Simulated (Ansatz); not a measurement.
Cl2HOZn (doublet)

Input file:

```
crystal:
  periodic: [false, false, false]
  atoms:
    - { symbol: Zn, position_ang: [0.026823, -0.096613, -0.054154] }
    - { symbol: Cl, position_ang: [0.01606, -0.057848, 2.148873] }
    - { symbol: O, position_ang: [-0.002105, 0.007583, -1.829246] }
    - { symbol: H, position_ang: [0.234452, -0.844468, -2.242088] }
    - { symbol: Cl, position_ang: [-0.020529, 0.073945, 5.379515] }
magnetization:
  spin_polarized: true
  initial_magnetization: 1
basis:
  gaussian: { orbitals: def2-SVP }
hamiltonian:
  xc: pbe
  dispersion: d4
relax:
  f_tol: 0.03
  max_steps: 50
output:
  orbitals: {}
```

Command:

```sh
ansatz run input.yaml --threads 2 --pin off --max-ram 3072MiB --backend cpu --events-out ev --progress --plain --runs-dir out
```

The fields are those of the run's last geometry, not of the input's.

Computed with UKS PBE-D4/def2-SVP in Ansatz.

Q: What will maps of the electron density, electron localisation function and spin density show?

A: Zn–O (1.84 Å): ρ is about 0.75 e/Å³ halfway; the ELF peaks at about 0.85 in the valence shell of O, 0.6 Å from its nucleus, and is about 0.20 at the midpoint.
Zn–Cl (2.21 Å): the density is about 0.54 e/Å³ at the midpoint; the ELF peaks at about 0.80 in the valence shell of Cl, 0.8 Å from its nucleus, and is about 0.40 at the midpoint.
The unpaired spin (1 electron) lies mostly on Cl2 (about 0.3), Cl5 (about 0.3), O3 (about 0.3) and Zn1 (about 0.1), in electrons by Hirshfeld's partition.

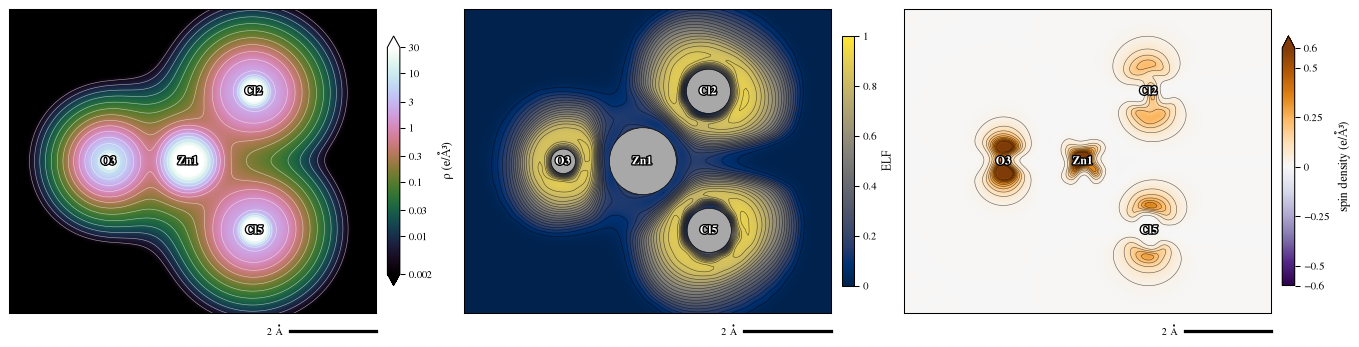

Computed electron density, electron localisation function and spin density on the plane of atoms O3, Zn1 and Cl5, in this order. Grey discs cover the atomic cores in the ELF map. 
